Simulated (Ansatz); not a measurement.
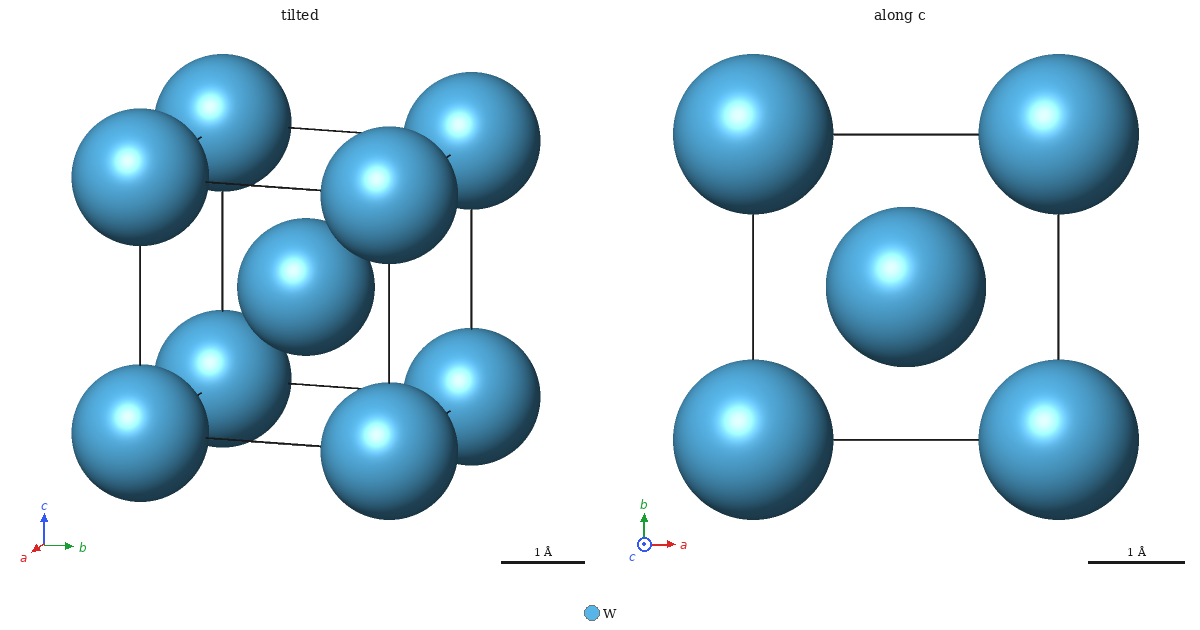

We look at a spheres-only model of the crystal slightly off an axis and along the c axis. The conventional unit cell is outlined; an atom on or near a face, edge or corner is repeated at each equivalent position.

How many atoms belong to the cell?

2 (tungsten), counting shared atoms by their share.

State the lattice type.

Body-centred cubic.

Which of the 230 space groups is it?

Im-3m (No. 229), with W on 2a.

What is the name of this structure type?

Body-centred cubic (W type).

The structure was taken from the standard structure of this element. Earlier steps of the study may have refined or changed the cell and positions. It went into a calculation with Ansatz.
